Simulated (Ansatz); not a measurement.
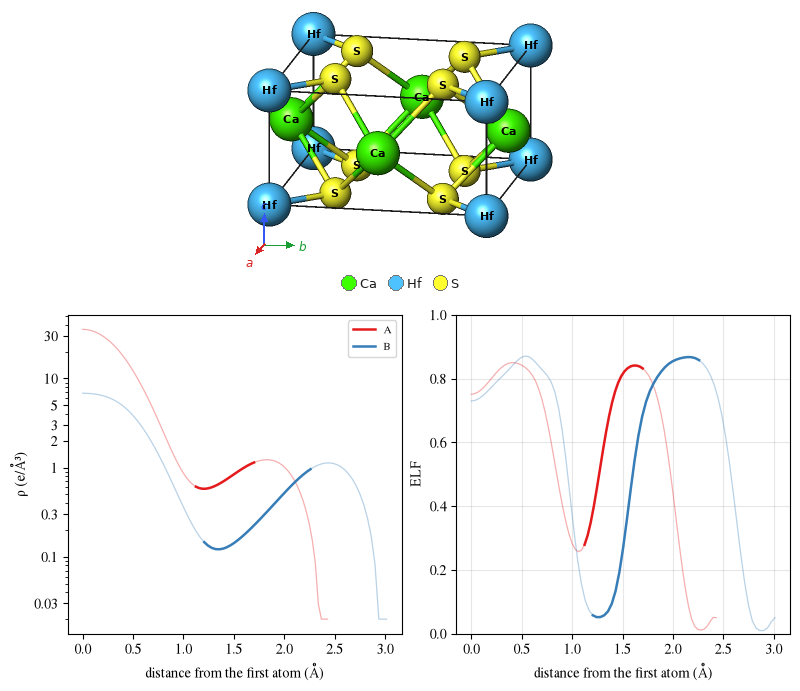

Ca$_{2}$HfS$_{4}$. Valence pseudo-density and ELF along straight lines between neighbouring atoms. Thin, pale parts lie inside the atomic spheres. The structure is drawn too.

Space group P4/mmm; a structure from a database of computed crystals, not necessarily the ambient phase; started from the K2PdCl4-123 prototype, which need not be the ambient phase.

Level of theory: Ansatz, DFT, r2SCAN+rVV10, plane waves, PAW.

Core electrons are frozen (PAW), and the valence fields are smoothed inside the atomic spheres.

Question: Which curve belongs to which contact (Ca–S and Hf–S)? The first atom named is at distance zero.

Answer: Curve A: Hf–S (2.43 Å): the density is about 0.58 e/Å³ at the midpoint; the ELF peaks at about 0.85 in the valence shell of S, 0.8 Å from its nucleus, and is about 0.40 at the midpoint. Curve B: Ca–S (3.01 Å): the density is about 0.14 e/Å³ at the midpoint, with its minimum of 0.12 e/Å³ about 1.4 Å from Ca; the ELF peaks at about 0.85 in the valence shell of S, 0.9 Å from its nucleus, and is about 0.25 at the midpoint (a largely ionic contact).
